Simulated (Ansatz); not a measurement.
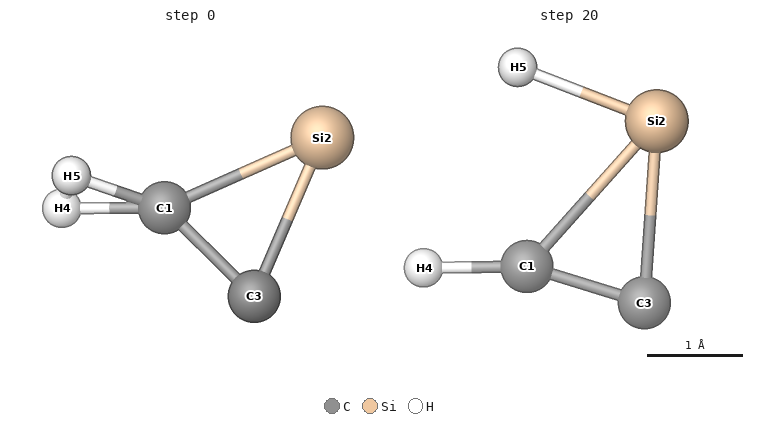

The structure of C₂H₂Si before (left) and after (right) a relaxation, at one scale.

A ball-and-stick model, seen face on.

It is one of the separated reactants of a reaction.

All numbers below come from RKS PBE-D4/def2-SVP (Ansatz 0.2.0). Settings: force threshold 0.03 eV/Å; at most 250 steps.

**What changed between the two?**

The energy falls by 816.6 kJ/mol in 17 accepted moves (20 points after the start). Largest force component: 35 eV/Å at the start, 0.027 eV/Å at the end. The line search rejected the trial steps at points 6, 16, 19 of the run. The atom that moves furthest after the best rigid fit is H5 (1.34 Å). By element the largest moves are H 1.34 Å, C 0.64 Å, Si 0.54 Å. Near-neighbour distances that change, for instance: H4–H5 0.475 → 2.353 Å, Si2–H5 2.676 → 1.571 Å, C1–H5 1.060 → 2.113 Å, C1–Si2 1.819 → 2.072 Å. New bonds form, among them: Si2–H5 (2.68 → 1.57 Å). Bonds break, among them: C1–H5 (1.06 → 2.11 Å), H4–H5 (0.47 → 2.35 Å). Among the angles between lasting bonds that change: C3–C1–H4 135.3° → 161.9°, Si2–C1–H4 156.2° → 132.5°, C1–C3–Si2 68.4° → 77.0°. The run took 12 s on 2 threads of Arm Neoverse V2, on a shared host.
